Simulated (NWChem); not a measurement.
**C2H7AlO (SMILES C[CH2][AlH][OH]) at HF/6-31G(d) (spherical functions)**

Aim: the energy change on altering one bond length of C2H7AlO at HF/6-31G* (spherical functions), from 2 runs. 

Program for the calculation: NWChem 7.3.0.

2 further runs of the same task are left out: 2 set aside as unsound or not needed.

**1. The structure to begin with**

C2H7AlO: 11 atoms, total charge 0, spin state singlet. As SMILES, `C[CH2][AlH][OH]`. The shape is that of a PBE0-D4/def2-TZVP optimisation. This is one conformer, not always the lowest.

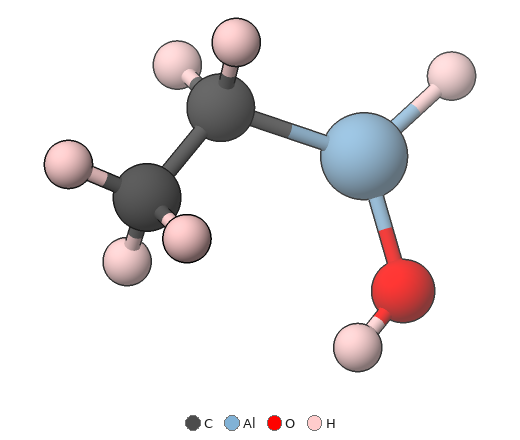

The structure, seen from a chosen angle (carbon dark grey, aluminium light blue, oxygen red, hydrogen pink).

**2. Energy and forces at HF/6-31G(d) (spherical functions)**

File work.xyz:

```xyz
11

C     -1.111600     0.829400     0.106400
C      0.175900     0.388000     0.802000
Al     1.254500    -0.947900    -0.137800
O      0.762600    -1.576800    -1.639300
H     -1.791000    -0.011900    -0.058700
H     -1.662600     1.575000     0.687600
H     -0.910600     1.273300    -0.872900
H     -0.049300    -0.010000     1.800700
H      0.818800     1.256800     0.997900
H      2.622300    -1.522700     0.412400
H     -0.043800    -1.310100    -2.077800
```

File work.nw:

```
start work
memory stack 880 mb heap 220 mb global 1100 mb
geometry noautosym nocenter noautoz
   load work.xyz
end
basis "ao basis" spherical bse
   * library 6-31G*
end
scf
   singlet
   rhf
   thresh 1e-08
   maxiter 80
   print low
end
task scf gradient
```

Launch:

```
nwchem work.nw > work.out
```

Log:

```text
[...]
  functions       =    74
[...]
  wavefunction    = RHF
[...]
         Total SCF energy =   -396.615472598558
      One-electron energy =   -855.269053853852
      Two-electron energy =    303.955763915995
 Nuclear repulsion energy =    154.697817339299
        Time for solution =     12.0s
[...]
                         RHF ENERGY GRADIENTS
    atom               coordinates                        gradient
                 x          y          z           x          y          z
   1 C      -2.100619   1.567339   0.201067    0.008596  -0.003701   0.003332
   2 C       0.332403   0.733214   1.515560   -0.004486  -0.002619  -0.008954
   3 Al      2.370661  -1.791271  -0.260404   -0.005124   0.004366   0.001556
   4 O       1.441105  -2.979720  -3.097828    0.011788  -0.003234   0.007408
   5 H      -3.384499  -0.022488  -0.110927   -0.002843  -0.003602  -0.000943
   6 H      -3.141858   2.976318   1.299376   -0.002517   0.003466   0.002754
   7 H      -1.720784   2.406188  -1.649542    0.000767   0.001680  -0.004265
   8 H      -0.093163  -0.018897   3.402830    0.000204  -0.002184   0.003998
   9 H       1.547308   2.375008   1.885758    0.003545   0.002759   0.000917
  10 H       4.955428  -2.877486   0.779323    0.000611  -0.000756  -0.000599
  11 H      -0.082770  -2.475730  -3.926473   -0.010542   0.003826  -0.005203
[...]
```

It took 17 s on 1 thread of AMD EPYC 7R43 (Zen 3), shared host; peak memory 0.098 GiB.

**3. The distorted shape: a single-point energy at HF/6-31G(d) (spherical functions)**

File job.nw:

```
start job
title "C2H7AlO hf"
memory stack 880 mb heap 220 mb global 1100 mb

geometry units angstrom noautosym nocenter noautoz
  C     -1.497879     0.961830    -0.102296
  C      0.175900     0.388000     0.802000
  Al     1.254500    -0.947900    -0.137800
  O      0.762600    -1.576800    -1.639300
  H     -2.177279     0.120530    -0.267396
  H     -2.048879     1.707430     0.478904
  H     -1.296879     1.405730    -1.081596
  H     -0.049300    -0.010000     1.800700
  H      0.818800     1.256800     0.997900
  H      2.622300    -1.522700     0.412400
  H     -0.043800    -1.310100    -2.077800
end

basis spherical bse
  C library 6-31G*
  Al library 6-31G*
  O library 6-31G*
  H library 6-31G*
end

scf
  thresh 1e-08
  maxiter 80
end

task scf energy
```

Launch:

```
nwchem job.nw > job.out
```

Log:

```text
[...]
  functions       =    74
[...]
  wavefunction    = RHF
[...]
         Total SCF energy =   -396.557157328584
      One-electron energy =   -840.902898428419
      Two-electron energy =    296.839393028126
 Nuclear repulsion energy =    147.506348071709
        Time for solution =     18.2s
[...]
```

It took 20 s on 1 thread of AMD EPYC 7R43 (Zen 3), shared host; peak memory 0.094 GiB.

**4. What came out**

Level: HF/6-31G* (spherical functions).

```
                                                         quantity          value
                                        first shape: total energy  -396.61547 Eh
                            first shape: largest force on an atom     0.735 eV/Å
                                    distorted shape: total energy  -396.55716 Eh
                                   distorted shape: dipole moment         2.01 D
                                     distorted shape: HOMO energy      -10.47 eV
                                     distorted shape: LUMO energy        2.33 eV
                                   distorted shape: HOMO–LUMO gap       12.81 eV
energy change with the C1–C2 bond stretched from 1.529 to 1.987 Å       1.587 eV
```

With the C1–C2 bond stretched from 1.529 to 1.987 Å the energy rises by 1.59 eV (37 kcal/mol). The first shape isn't relaxed at this level, so the change isn't measured from a minimum. The largest force (first shape) is 0.73 eV/Å: the shape isn't a stationary point for this species at this level.
